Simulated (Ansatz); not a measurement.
BF2H···H2S

The calculation's input:

```
crystal:
  periodic: [false, false, false]
  atoms:
    - { symbol: B, position_ang: [0.04405, 0.250773, -0.057692] }
    - { symbol: H, position_ang: [-0.074509, 0.247125, 1.126733] }
    - { symbol: F, position_ang: [1.193502, 0.561881, -0.625451] }
    - { symbol: F, position_ang: [-1.006308, 0.012715, -0.828334] }
    - { symbol: S, position_ang: [0.257285, -2.694316, 0.870491] }
    - { symbol: H, position_ang: [-0.969771, -2.655783, 0.313081] }
    - { symbol: H, position_ang: [0.019751, -1.559595, 1.614472] }
basis:
  gaussian: { orbitals: "6-31G*" }
hamiltonian:
  xc: b3lyp
  dispersion: d4
relax:
  f_tol: 0.03
  max_steps: 50
output:
  orbitals: {}
```

Command:

```sh
ansatz run input.yaml --threads 1 --pin off --max-ram 2048MiB --backend cpu --events-out ev --progress --plain --runs-dir out
```

The fields are those of the run's last geometry, not of the input's.

All numbers below come from Ansatz, RKS B3LYP-D4/6-31G*.

What will maps of the electron density and electron localisation function show?

B–F (1.32 Å): ρ is about 2.2 e/Å³ halfway; the ELF peaks at about 0.85 between the atoms; a polar covalent bond.
B–H (1.19 Å): the density is about 1.3 e/Å³ at the midpoint; the ELF climbs to about 1 towards the hydrogen, as it does in any bond to H; an ordinary covalent bond to hydrogen.

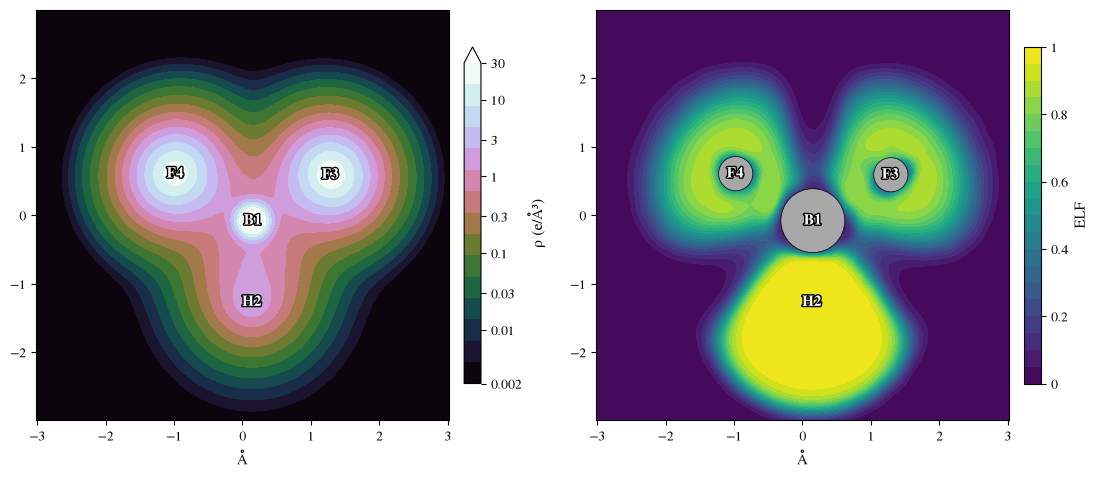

Computed electron density and electron localisation function on the plane of atoms H2, B1 and F3, in this order. Grey discs cover the atomic cores in the ELF map. 
